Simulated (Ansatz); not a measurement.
Cost and result by functional for the surface energy of the (10-10) surface of hcp Lu in its 1x1 cell, outermost plane spacing 1.01 Å in the ideal cut, in Ansatz (plane waves, PAW). Single points on the PBE structure, on one kind of machine; costs are rough ratios of the slab run's core time (references not counted) to the cheapest single point. r2SCAN's cost holds its higher cutoff (500 against 420 eV). Differences are taken against r2SCAN for comparison alone: no measured value is at hand, so the table doesn't rank accuracy.

Set-up: 8 atoms, 10.1 Å thick at the start (thin: gaps and levels are the slab's own); mesh 11x7x1; 0.1 eV smearing; dipole correction on; all atoms relaxed; symmetry of the start imposed; no spin, no spin-orbit, no U. These notes are the PBE run's.

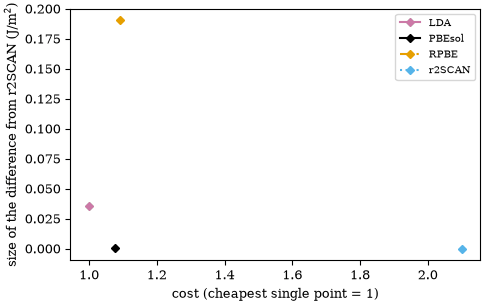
Fig. 1. Difference from r2SCAN against cost

```csv
functional,relative cost,surface energy (J/m²),less r2SCAN (J/m²)
LDA,1,1.22,0.04
PBEsol,1,1.18,0.00
RPBE,1,0.99,-0.19
r2SCAN,2,1.18,0.00
PBE (the relaxed run's value),–,1.08,-0.11
```

The values span 0.23 J/m², while the single points' costs differ by a factor of roughly 2. Differences are of unrounded values.

Ansatz is a first-principles code.
